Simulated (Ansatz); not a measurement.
# H₄NSi₃ (SMILES [Si]=N[SiH2][SiH2]) (doublet): what the fields show

Input file:

```
crystal:
  periodic: [false, false, false]
  atoms:
    - symbol: N
      position_ang: [1.027617, 0.641408, 2.917969]
    - symbol: Si
      position_ang: [0.591344, 0.701628, 4.432842]
    - symbol: Si
      position_ang: [1.468432, 0.646796, 1.247644]
    - symbol: Si
      position_ang: [0.429014, 2.490483, 0.234574]
    - symbol: H
      position_ang: [2.957047, 0.721355, 1.103137]
    - symbol: H
      position_ang: [1.014570, -0.600159, 0.560888]
    - symbol: H
      position_ang: [0.729888, 2.670825, -1.221379]
    - symbol: H
      position_ang: [0.686744, 3.776564, 0.955634]
basis:
  gaussian:
    orbitals: def2-TZVPD
magnetization:
  spin_polarized: true
  initial_magnetization: 1
hamiltonian:
  xc: {name: PBE0}
output: {forces: true, orbitals: {seedname: orbitals}}
```

Run with:

```sh
ansatz run input.yaml --threads 2 --pin off --max-ram 4350MiB --events-out events.jsonl --progress --plain --runs-dir runs
```

Geometry: B3LYP-D3(BJ)/def2-SVP.

Level of theory: isolated molecule in a Gaussian basis; Kohn-Sham density functional theory, functional PBE0 (Ansatz).

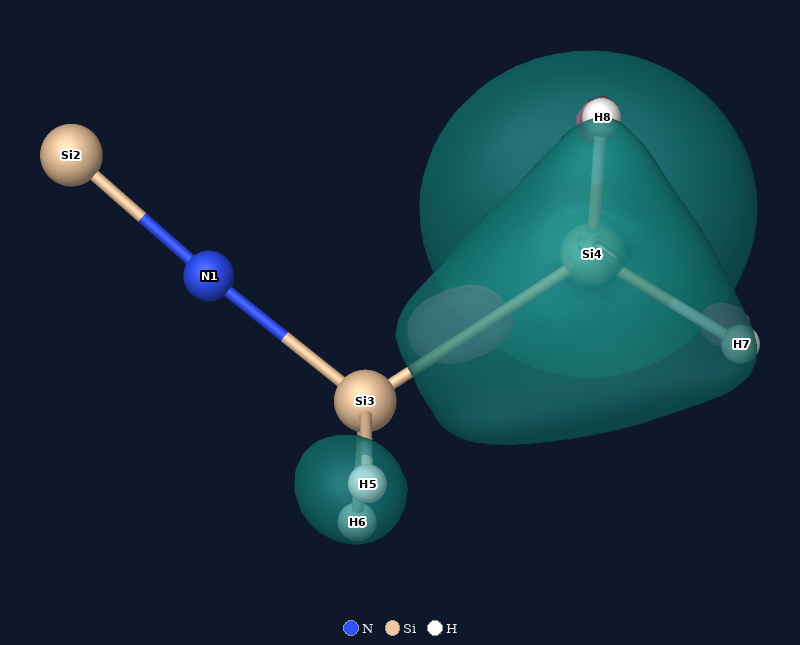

Figure 1. Isosurfaces of the spin density (α minus β) at +0.015 (teal) and −0.015 e/Å³ (pink), seen across its widest extent.

Question: Describe the spin distribution.

Answer: The unpaired spin (1 electron) lies mostly on Si4 (about 0.8) and Si3 (about 0.1), in electrons by Hirshfeld's partition.

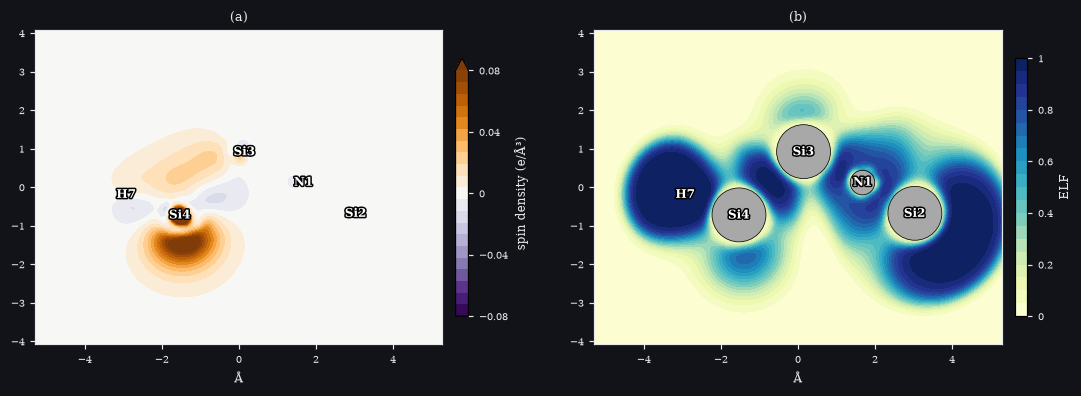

Figure 2. (a) spin density (α minus β); (b) ELF on the plane of atoms Si3, Si4 and H7. Grey discs cover the atomic cores in the ELF map.

Question: Read the bonding off the picture.

Answer: The section cuts through N, Si and H sites.
Si–N (1.58 Å): the ELF peaks at about 0.85 between the atoms: a short, strongly polar bond.
Si–Si (2.35 Å): the ELF peaks at about 1 between the atoms: localised, covalent bonding.
Si–H (1.50 Å): the ELF climbs to about 1 towards the hydrogen, as it does in any bond to H.
Si–N (1.73 Å): the ELF peaks at about 0.90 between the atoms: a shared but strongly polarised pair.
The ELF also peaks beside Si2, away from the bonds: non-bonding electrons, paired or unpaired.

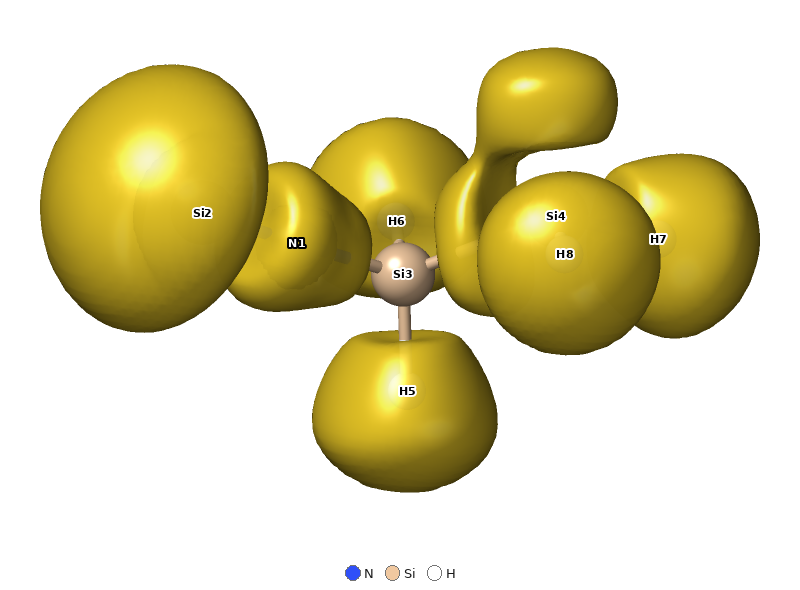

Figure 3. Isosurface of the electron localisation function at 0.75 (yellow), seen from one side. Core shells and regions of very low density are left out.

Question: Where are the electrons localised?

Answer: At this value the surface marks out four regions around hydrogen nuclei, one region on N in which the atom's valence shell and bonds are merged, one region on Si in which the atom's valence shell and bonds are merged and one lobe on Si, pointing away from the bonds (non-bonding electrons).
